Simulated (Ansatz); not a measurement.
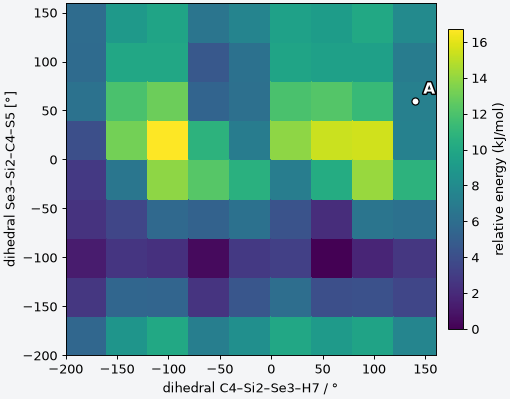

CH₃FSSeSi, SMILES F[SiH]([SeH])C=S. Coordinates scanned: (1) dihedral C4–Si2–Se3–H7; (2) dihedral Se3–Si2–C4–S5. Nothing is relaxed (all other coordinates rigid). The grid has 9 × 9 points. Points are written as (first, second). All energies are given in kJ/mol relative to the lowest grid point. Method: RKS CAM-B3LYP-D4/def2-SVP (Ansatz).

Drawn: one coloured cell a grid point, the point A.

### Which way does the force act at A, and how strong is it?

A, at (140°, 60°), is not a stationary point. The computed force is 0.11 kJ/mol for each degree towards larger values of dihedral C4–Si2–Se3–H7 and 0.02 kJ/mol for each degree towards smaller values of dihedral Se3–Si2–C4–S5.
